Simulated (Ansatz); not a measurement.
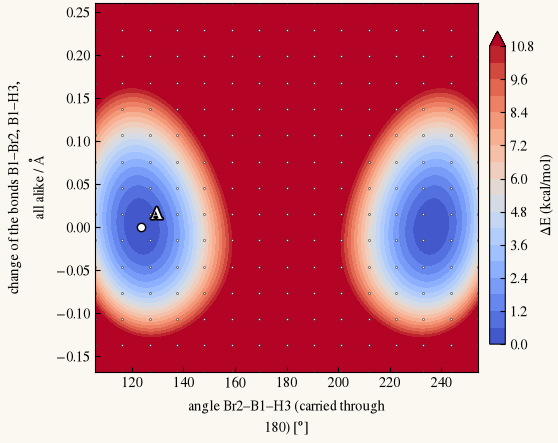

BBrH, SMILES [BH]Br, spin multiplicity 2. Coordinates scanned: (1) angle Br2–B1–H3 (carried through 180); (2) change of the bonds B1–Br2, B1–H3, all alike. Nothing is relaxed (all other coordinates rigid). The scan uses a 15 × 15 grid; 120 points were computed and 105 follow by symmetry. Points are written as (first, second). Energies: kcal/mol, counted from the relaxed molecule at the same level. Computed with UHF-MP2, frozen core/def2-TZVP in Ansatz 0.2.0.

In the figure: filled contours, dots at the grid points, one colour for all values above the top of the scale, the well A. Between grid points the surface is interpolated.

Question: Where is the minimum, and how stiff is the well along each coordinate? Take the well at A.

Answer: The interpolated minimum is at the first coordinate ≈ 123.6°, the second coordinate ≈ 0.000 Å. The curvatures there are about 3.3 eV/rad² and 46 eV/Å², with a cross term of about 1.5 eV/(rad·Å). Round the minimum the two coordinates are weakly coupled (coupling 0.12 in units of the two stiffnesses). (1 eV is 23.1 kcal/mol.)
